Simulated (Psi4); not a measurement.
**A workflow on GeHBr (SMILES [GeH][Br])**

We compute a geometry optimisation (TPSS/3-21G), then vibrational wavenumbers, then a single-point energy (MP2/def2-TZVPP) of GeHBr. 

Program for the calculation: Psi4 1.11.

## 1. The system as given

GeHBr has 3 atoms, charge 0, and is taken as a singlet. SMILES: `[GeH][Br]`. All atoms were displaced at random from a relaxed shape. The run starts from this shape.

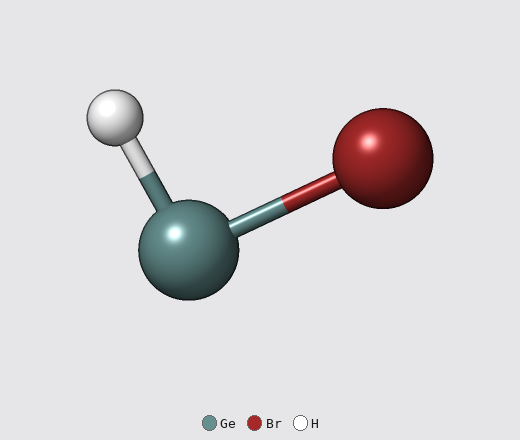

The structure, seen from a chosen angle (germanium teal, bromine red, hydrogen white).

## 2. A geometry optimisation at TPSS/3-21G (density fitting) (run 1)

job.dat reads:

```
memory 1600 MB

molecule system {
  Ge     0.394127    -0.888495     0.086249
  Br     0.612721     1.354948     0.584700
  H     -1.044673    -0.680272    -0.582186
}

set {
  basis        3-21G
  geom_maxiter 60
}

energy_value = opt('tpss')
```

The run is started by

```bash
$ psi4 job.dat job.out -n 1
```

job.out:

```text
[...]
  Running in cs symmetry.
[...]
  Nuclear repulsion =  273.765939625880719
[...]
  Multiplicity = 1
[...]
  Nalpha       = 34
  Nbeta        = 34
[...]
    Number of basis functions: 48
[...]
   @DF-RKS iter   1: -4628.70016469250550   -4.07588e+00   2.64902e-02 DIIS/ADIIS
[...]
   @DF-RKS iter   6: -4629.14758842643096   -6.36646e-12   3.32490e-09 DIIS
[...]
  @DF-RKS Final Energy: -4629.14758842643096
   => Energetics <=
    Nuclear Repulsion Energy =            260.1843380600010960
    One-Electron Energy =               -6975.3568212403924917
    Two-Electron Energy =                2256.6123874979139146
    DFT Exchange-Correlation Energy =    -170.5874927439533906
    Empirical Dispersion Energy =           0.0000000000000000
    VV10 Nonlocal Energy =                  0.0000000000000000
    Total Energy =                      -4629.1475884264309570
[...]
 Multipole Moments:
 ------------------------------------------------------------------------------------
     Multipole            Electronic (a.u.)      Nuclear  (a.u.)        Total (a.u.)
 ------------------------------------------------------------------------------------
 L = 1.  Multiply by 2.5417464519 to convert [e a0] to [Debye]
 Dipole X            :          1.3501071           -1.5772790           -0.2271719
 Dipole Y            :         -1.4941525            0.7533139           -0.7408387
 Dipole Z            :          0.0000000            0.0000000            0.0000000
 Magnitude           :                                                    0.7748864
[...]
  -Total Gradient:
     Atom            X                  Y                   Z
    ------   -----------------  -----------------  -----------------
       1        0.000034235758     0.000026147371     0.000000000000
       2        0.000067491190    -0.000185260183     0.000000000000
       3       -0.000022200241    -0.000003821723     0.000000000000
[...]
    Final optimized geometry and variables:
    Molecular point group: cs
    Full point group: Cs
    Geometry (in Angstrom), charge = 0, multiplicity = 1:
    GE          -0.232286556632    -1.225681832617     0.000000000000
    BR           0.241055845905     1.161048994850     0.000000000000
    H           -1.838444892821    -1.016259653834     0.000000000000
    Psi4 run time: 0:00:41.78
[...]
```

The script printed:

```text
Optimizer: Optimization complete!
```

It took 44 s on 1 thread of AMD EPYC, shared host; peak memory 0.4 GiB.

Steps, from the record of the run:

```csv
step,energy from the first frame kept (eV),largest force (eV/Å)
0,0.0000,1.6859
1,-0.0989,0.1526
2,-0.1002,0.0282
3,-0.1003,0.0101
```

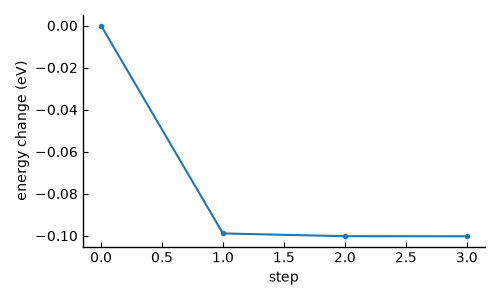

Energy along the run.

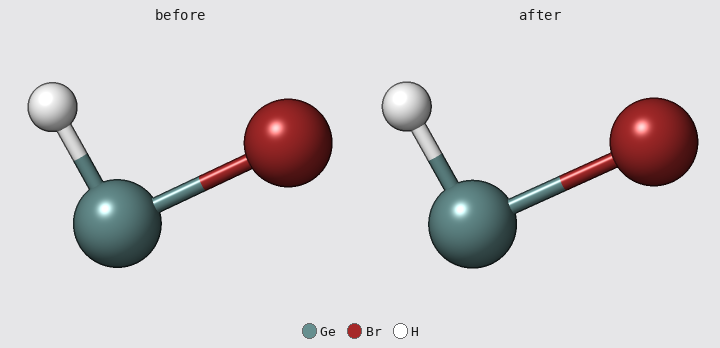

Before and after, at one scale.

After the run. Bond lengths: Ge1–Br2 2.433 Å, Ge1–H3 1.620 Å. Angles: Br2–Ge1–H3 93.8°.

## 3. Vibrational wavenumbers at TPSS/3-21G (density fitting) (run 2)

run.py reads:

```python
import psi4

psi4.set_memory(1600000000)
psi4.set_num_threads(1)
psi4.core.set_output_file('psi4.out', False)

geom = psi4.geometry("""
Ge     0.371680    -0.947234     0.065006
Br     0.634262     1.410734     0.604983
H     -1.084993    -0.740335    -0.612414
symmetry c1
""")

psi4.set_options(dict(t=600.0, rotational_symmetry_number=1))

e_tot = psi4.frequency("tpss/3-21G", molecule=geom)
print(f'total energy {e_tot:.8f} hartree = {e_tot * 27.211386:.5f} eV')
for k in ('ZPVE', 'ENTHALPY', 'GIBBS FREE ENERGY'):
    print(f'{k}: {psi4.variable(k):.8f} Eh')
for k, v in sorted(psi4.core.scalar_variables().items()):
    print(f'{k:45s} {v:18.10f}')
```

The run is started by

```bash
$ python run.py
```

psi4.out:

```text
[...]
  Running in c1 symmetry.
[...]
  Nuclear repulsion =  260.184331815692076
[...]
  Multiplicity = 1
[...]
  Nalpha       = 34
  Nbeta        = 34
[...]
    Number of basis functions: 48
[...]
   @DF-RKS iter   1: -4628.72287367515491   -4.20304e+00   2.07368e-02 DIIS/ADIIS
[...]
   @DF-RKS iter  11: -4629.14758842615720    0.00000e+00   6.44786e-10 DIIS
[...]
  @DF-RKS Final Energy: -4629.14758842615720
   => Energetics <=
    Nuclear Repulsion Energy =            260.1843157403487794
    One-Electron Energy =               -6975.3567763600713079
    Two-Electron Energy =                2256.6123646583109803
    DFT Exchange-Correlation Energy =    -170.5874924647457078
    Empirical Dispersion Energy =           0.0000000000000000
    VV10 Nonlocal Energy =                  0.0000000000000000
    Total Energy =                      -4629.1475884261571991
[...]
 Multipole Moments:
 ------------------------------------------------------------------------------------
     Multipole            Electronic (a.u.)      Nuclear  (a.u.)        Total (a.u.)
 ------------------------------------------------------------------------------------
 L = 1.  Multiply by 2.5417464519 to convert [e a0] to [Debye]
 Dipole X            :          1.3501095           -1.5772787           -0.2271692
 Dipole Y            :         -1.4941540            0.7533145           -0.7408395
 Dipole Z            :          0.0025989           -0.0027370           -0.0001381
 Magnitude           :                                                    0.7748864
[...]
  -Total Gradient:
     Atom            X                  Y                   Z
    ------   -----------------  -----------------  -----------------
       1        0.000034614287     0.000025940520     0.000000047427
       2        0.000067476230    -0.000185192388     0.000000163205
       3       -0.000022563587    -0.000003682183    -0.000000034950
[...]
  ==> Harmonic Vibrational Analysis <==
[...]
  Freq [cm^-1]                 270.1584            645.3982           1798.9020
[...]
  IR activ [km/mol]            23.9320             31.8920             449.5029
[...]
  Total E_0, Enthalpy at 0 [K]                                                        -4629.14140443 [Eh]
[...]
  Total H, Enthalpy at  600.00 [K]                                                    -4629.13154759 [Eh]
[...]
  Total G, Gibbs energy at  600.00 [K]                                                -4629.20253119 [Eh]
[...]
```

Standard output:

```text
Warning: used thermodynamics relations inappropriate for low-frequency modes: ['270.1584']
total energy -4629.14758842 hartree = -125965.52188 eV
ZPVE: 0.00618399 Eh
ENTHALPY: -4629.13154759 Eh
GIBBS FREE ENERGY: -4629.20253119 Eh
CURRENT ENERGY                                  -4629.1475884241
CURRENT REFERENCE ENERGY                        -4629.1475884241
DD SOLVATION ENERGY                                 0.0000000000
DFT FUNCTIONAL TOTAL ENERGY                     -4629.1475884241
DFT TOTAL ENERGY                                -4629.1475884241
DFT VV10 ENERGY                                     0.0000000000
DFT XC ENERGY                                    -170.5874928328
ENTHALPY                                        -4629.1315475945
ENTHALPY CORRECTION                                 0.0160408296
FINDIF NUMBER                                      13.0000000000
GIBBS FREE ENERGY                               -4629.2025311850
GIBBS FREE ENERGY CORRECTION                       -0.0549427609
GRID ELECTRONS ALPHA                               33.9999973663
GRID ELECTRONS BETA                                33.9999973663
GRID ELECTRONS TOTAL                               67.9999947325
NUCLEAR REPULSION ENERGY                          260.1843318157
ONE-ELECTRON ENERGY                             -6975.3568097046
PCM POLARIZATION ENERGY                             0.0000000000
PE ENERGY                                           0.0000000000
SCF ITERATION ENERGY                            -4629.1475884241
SCF ITERATIONS                                     11.0000000000
SCF TOTAL ENERGY                                -4629.1475884241
THERMAL ENERGY                                  -4629.1334476808
THERMAL ENERGY CORRECTION                           0.0141407433
TWO-ELECTRON ENERGY                              2256.6123822977
ZERO K ENTHALPY                                 -4629.1414044326
ZPVE                                                0.0061839915
```

It took 2.7 min on 1 thread of AMD EPYC, shared host; peak memory 0.42 GiB.

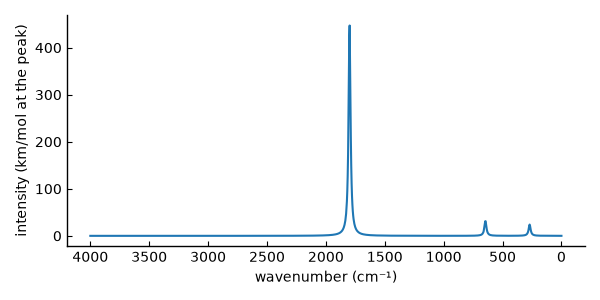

Harmonic infrared spectrum, unscaled, lines broadened by 10 cm⁻¹.

## 4. A single-point energy at MP2/def2-TZVPP (density fitting, density fitting for correlation) (run 3)

input.in reads:

```
memory 1600 MB

molecule mol {
  0 1
  Ge
  Br 1 2.433215
  H 1 1.619753 2 93.78873
  units angstrom
}

set globals {
  reference rhf
  num_frozen_docc 18
}

energy('mp2/def2-TZVPP')
print_variables()
```

The run is started by

```bash
$ psi4 input.in input.out -n 1
```

input.out:

```text
[...]
  Running in cs symmetry.
[...]
  Nuclear repulsion =  260.184384137839004
[...]
  Multiplicity = 1
[...]
  Nalpha       = 34
  Nbeta        = 34
[...]
    Number of basis functions: 110
[...]
   @DF-RHF iter   1: -4647.13225376974970   -5.01073e+00   3.48846e-02 DIIS/ADIIS
[...]
   @DF-RHF iter  12: -4648.38300585716115   -2.91038e-11   9.75536e-09 DIIS
[...]
    Orbital Energies [Eh]
    ---------------------
    Doubly Occupied:
       1Ap  -490.000011     2Ap  -405.288224     3Ap   -65.142498
       4Ap   -58.497234     1App  -58.496732     5Ap   -58.496413
       6Ap   -52.194079     2App  -46.281562     7Ap   -46.280439
       8Ap   -46.279194     9Ap    -9.815555    10Ap    -7.425361
       3App   -7.422693    11Ap    -7.421331    12Ap    -7.235897
       4App   -5.211659    13Ap    -5.207344    14Ap    -5.203009
      15Ap    -3.167151     5App   -3.166194    16Ap    -3.164505
       6App   -3.161191    17Ap    -3.161031    18Ap    -1.686814
       7App   -1.685390     8App   -1.679314    19Ap    -1.676239
      20Ap    -1.673688    21Ap    -0.984221    22Ap    -0.665016
      23Ap    -0.462144    24Ap    -0.416121     9App   -0.413663
      25Ap    -0.354664
[...]
  @DF-RHF Final Energy: -4648.38300585716115
   => Energetics <=
    Nuclear Repulsion Energy =            260.1843841378390039
    One-Electron Energy =               -6998.3016094616850751
    Two-Electron Energy =                2089.7342194666848627
    Total Energy =                      -4648.3830058571620611
[...]
 Multipole Moments:
 ------------------------------------------------------------------------------------
     Multipole            Electronic (a.u.)      Nuclear  (a.u.)        Total (a.u.)
 ------------------------------------------------------------------------------------
 L = 1.  Multiply by 2.5417464519 to convert [e a0] to [Debye]
 Dipole X            :          1.6528335           -1.6936906           -0.0408571
 Dipole Y            :          1.4892776           -0.4320896            1.0571880
 Dipole Z            :          0.0000000            0.0000000            0.0000000
 Magnitude           :                                                    1.0579772
[...]
```

Run time: 8.7 s. Hardware: 1 thread of AMD EPYC, shared host; peak memory 0.27 GiB.

## 5. Outcome

```
                                                                 quantity             value
                               run 1, TPSS/3-21G: total energy at the end    -4629.14759 Eh
                                         run 1, TPSS/3-21G: dipole moment            1.97 D
                                           run 1, TPSS/3-21G: HOMO energy          -6.03 eV
                                           run 1, TPSS/3-21G: LUMO energy          -3.87 eV
                                         run 1, TPSS/3-21G: HOMO–LUMO gap           2.15 eV
                            run 2, TPSS/3-21G: lowest harmonic wavenumber          270 cm⁻¹
                           run 2, TPSS/3-21G: highest harmonic wavenumber         1799 cm⁻¹
                                     run 2, TPSS/3-21G: zero-point energy       16.2 kJ/mol
run 2, TPSS/3-21G: ideal-gas entropy at 600 K (symmetry number 1 as used)  74.2 cal/(mol K)
                                      run 3, MP2/def2-TZVPP: total energy    -4648.88385 Eh
               run 3, MP2/def2-TZVPP: HOMO energy (Hartree–Fock orbitals)          -9.65 eV
               run 3, MP2/def2-TZVPP: LUMO energy (Hartree–Fock orbitals)          -0.21 eV
             run 3, MP2/def2-TZVPP: HOMO–LUMO gap (Hartree–Fock orbitals)           9.44 eV
      run 3, MP2/def2-TZVPP: correlation energy (18 core orbitals frozen)        -500.8 mEh
```

What this shows: The optimisation (run 1, TPSS/3-21G) took 4 steps and changed the energy by -0.100 eV. All 3 modes (run 2, TPSS/3-21G) are real, so the shape is a minimum at this level.
